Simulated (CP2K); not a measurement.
Consider 3-fluoropyrrole at its PBE geometry (Å).

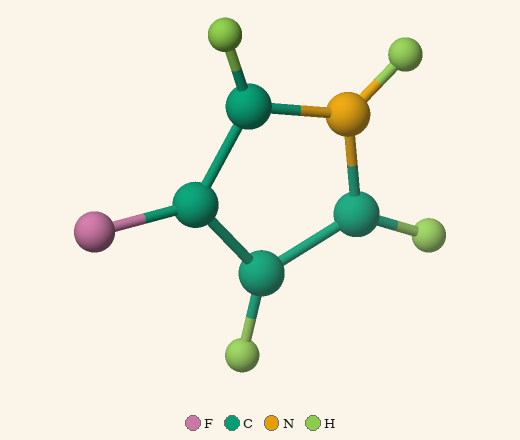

The molecule (fluorine pink, carbon teal, nitrogen orange, hydrogen green).

```xyz
10

F     2.4201    0.1588    0.6451
C     1.1070    0.0707    0.2920
C     0.2053    1.1611    0.2322
C    -1.0129    0.6255   -0.1602
N    -0.8501   -0.7294   -0.3297
C     0.4559   -1.0979   -0.0562
H     0.4209    2.1997    0.4519
H    -1.9713    1.1013   -0.3289
H    -1.5773   -1.3692   -0.6219
H     0.8024   -2.1205   -0.1242
```

Method: CP2K XAS_TDP, all-electron GAPW, PBEh(45%), aug-cc-pVDZ, TDA, GW2X-corrected core level, no relativity.

Where do the N K-edge lines lie, and how strong are they?

Leading lines: N5 403.14 eV. The leading line of an atom is its first one with 35 % of the strongest within 2.5 eV of its lowest line over the strength cut. Core ionisation energies at this level: N5 406.93 eV.

The first six lines of each atom with a strength over 0.0015:

```tsv
atom	energy (eV)	states	strength, one atom	above the computed threshold
N5 (bonded to 2 C and H)	403.14	1	0.0337	
	403.99	1	0.0138	
	407.02	1	0.0125	yes
	407.68	1	0.0085	yes
	408.06	1	0.0174	yes
	408.24	1	0.0016	yes
```

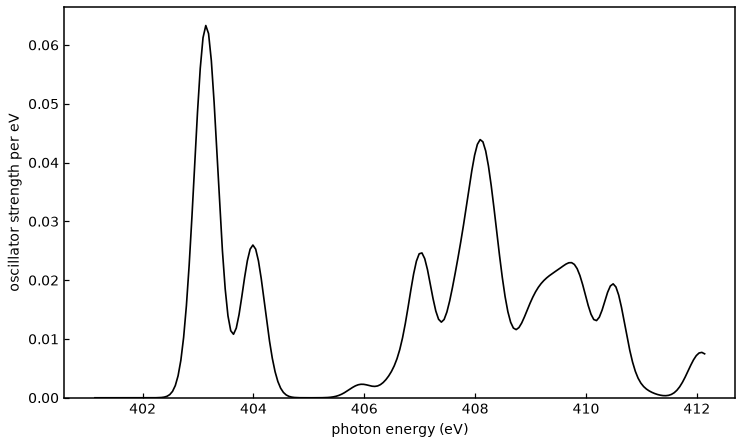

All atoms added, broadened by 0.5 eV.

Lines are vertical, at one geometry, with no vibrational structure. GW2X ionisation energies and lines can be off by 1 to 2 eV either way, and a good line position may hide errors that cancel. These values hold no scalar relativity, about 0.2 eV for N 1s. Rydberg lines, and the discretised continuum above threshold, depend on the basis and the box.

[Banner, clock and machine lines of the logs are left out without a mark of their own.]

[Logs are printed without paths, hosts, clocks, repeated set-up lines and the standing remarks that a program may print on its own settings, such as how far it seeks lower states.]

[Hosts, paths, dates, database ids (printed as entryN), source tags and the programs' standing remarks are cut or masked in the printed files.]
